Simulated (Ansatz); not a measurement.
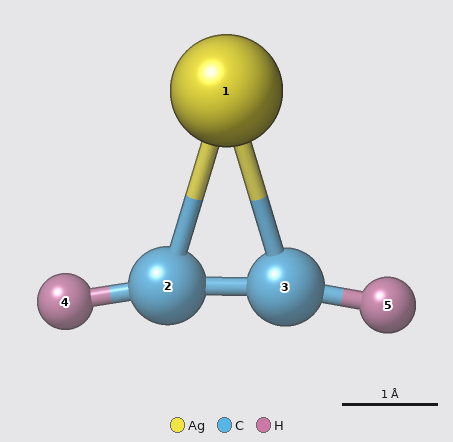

C₂H₂Ag (charge +1), before the relaxation. A ball-and-stick model, seen at a tilt.

The calculation used RKS PBE0-D4/def2-TZVP in Ansatz 0.2.0.

The input:
```yaml
crystal:
  periodic: [false, false, false]
  atoms:
    - {symbol: Ag, position_ang: [0.297162, 1.045430, -1.492001]}
    - {symbol: C, position_ang: [0.110505, 0.266078, 0.660312]}
    - {symbol: C, position_ang: [-0.228200, -0.679892, -0.069747]}
    - {symbol: H, position_ang: [0.372921, 0.976117, 1.448064]}
    - {symbol: H, position_ang: [-0.552389, -1.607734, -0.546629]}
basis:
  gaussian: {orbitals: def2-TZVP}
total_charge: 1
hamiltonian: {xc: pbe0, dispersion: d4}
relax: {f_tol: 0.005, max_steps: 200}
```

Launched with:
```bash
ansatz run in.yaml --threads 2 --pin off --events-out ev --progress --plain --max-ram 5222MiB
```

What does the optimiser find from here?

Answer. The largest moves after the best rigid fit, 0.030 Å, are those of H4 and H5. Largest moves by element: H 0.030 Å, C 0.024 Å, Ag 0.014 Å. Among the contacts that change: Ag1–C2 2.297 → 2.326 Å, C2–C3 1.242 → 1.215 Å, C2–H4 1.093 → 1.073 Å. Bond angles that change, for instance: Ag1–C3–H5 115.8° → 113.7°. Over 5 geometry steps the energy falls by 0.049 eV. Largest force component: 1.4 eV/Å at the start, 0.00029 eV/Å at the end. The run took 23 s on 2 threads of Intel Xeon Platinum 8259CL @ 2.50GHz, on a shared host.

History of the run:

| step | E − E(0), eV | largest force component, eV/Å |
| --- | --- | --- |
| 0 | 0.0000 | 1.4264 |
| 1 | -0.0453 | 0.1738 |
| 2 | -0.0476 | 0.0482 |
| 3 | -0.0482 | 0.0366 |
| 4 | -0.0486 | 0.0133 |
| 5 | -0.0486 | 0.0003 |

The structure at the end:

```xyz
5

Ag    0.2994    1.0533   -1.5032
C     0.1037    0.2446    0.6684
C    -0.2277   -0.6807   -0.0459
H     0.3674    0.9623    1.4215
H    -0.5428   -1.5794   -0.5407
```
